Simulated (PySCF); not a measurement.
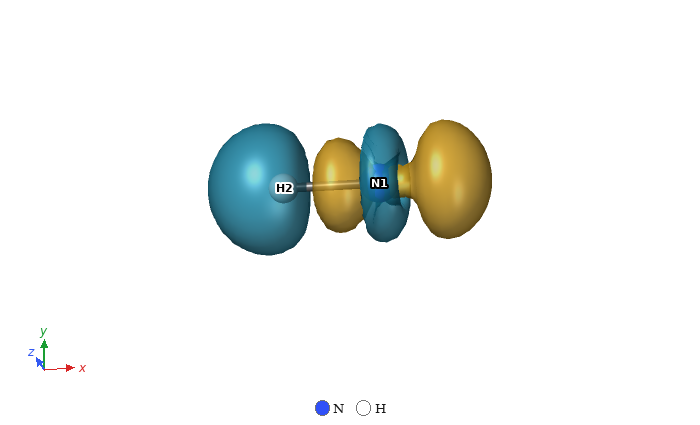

Figure 1: HN, triplet, SMILES `[NH]`. Change of the electron density in a uniform field of 0.10 V/Å, surfaces at ±0.001 e/Å³ (yellow: gain, teal: loss).

Level of theory: HF/6-311+G** (PySCF), at a geometry from GFN2-xTB. No frequency check shows the geometry to be a minimum. The basis has diffuse s and p functions alone, which still leaves polarisabilities too small, most of all across bonds. The stability of the open-shell solution wasn't checked. GFN2-xTB doesn't know the spin state, so this open-shell geometry is rough.

Geometry (Å), atoms numbered from 1:

```
N1       0.1280    0.0000    0.0000
H2      -0.8957    0.0000    0.0000
```

The field was applied in both directions; the picture shows the one opposite to the script's first.

> Along which Cartesian direction does the field point?

Along −x: electrons gather on the +x side, against the field.

> What dipole is induced, and what polarisability does it imply?

The induced dipole is 0.05 D (along the field); α along this axis, from the fields in both directions, is 9 bohr³ (1.4 Å³).
